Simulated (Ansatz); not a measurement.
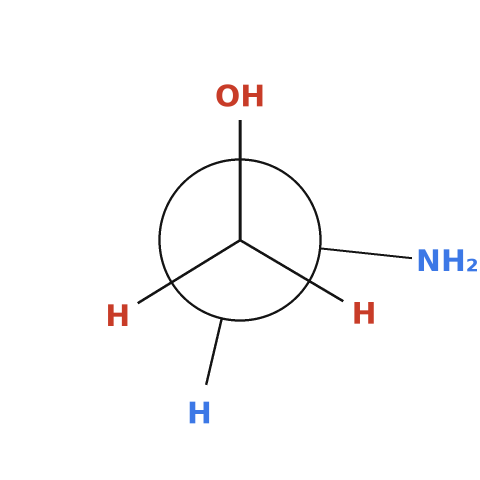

A Newman projection along the C–Sb bond, carbon in front; angles are drawn as computed, but eclipsed bonds slightly apart. The computed structure is the end point of a PBE0-D4/def2-TZVP optimisation. No frequency run is at hand to confirm it as a minimum.

Which molecule is it?

Answer. CH6NOSb, [NH2][SbH][CH2]O

What is the torsion angle from the front OH to the back NH2? The sign is positive where the front bond must turn clockwise to cover the back bond.

Answer. 96°, about perpendicular.
